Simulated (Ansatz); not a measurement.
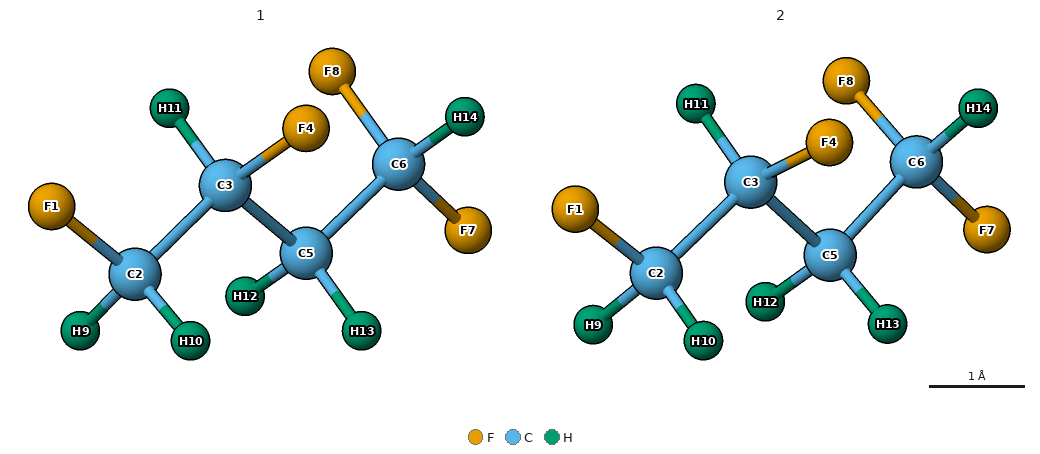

Two geometries of C4H6F4 (coarse preliminary run), drawn at one scale. One is the start of a relaxation, the other its converged end. A ball-and-stick model, seen from a free direction.

Computed with RKS PBE-D4/def2-SVP (Ansatz 0.2.0). (force threshold 0.03 eV/Å; at most 200 steps)

Q: Which geometry has the lower energy?

A: Structure 1 is the relaxed one. The start comes from a force field. After 5 geometry steps the energy has fallen by 10.3 kcal/mol. The largest force component goes from 2.8 to 0.027 eV/Å. The atom that moves furthest after the best rigid fit is F4 (0.16 Å). By element the largest moves are F 0.16 Å, H 0.12 Å, C 0.07 Å. Near-neighbour distances that change, for instance: F1–C2 1.328 → 1.380 Å, C3–F4 1.350 → 1.399 Å, C5–H13 1.062 → 1.110 Å, C6–F8 1.326 → 1.373 Å. Bond angles that change, for instance: F1–C2–H9 103.1° → 109.3°, F4–C3–H11 112.3° → 107.3°, C3–C5–C6 107.8° → 112.4°.
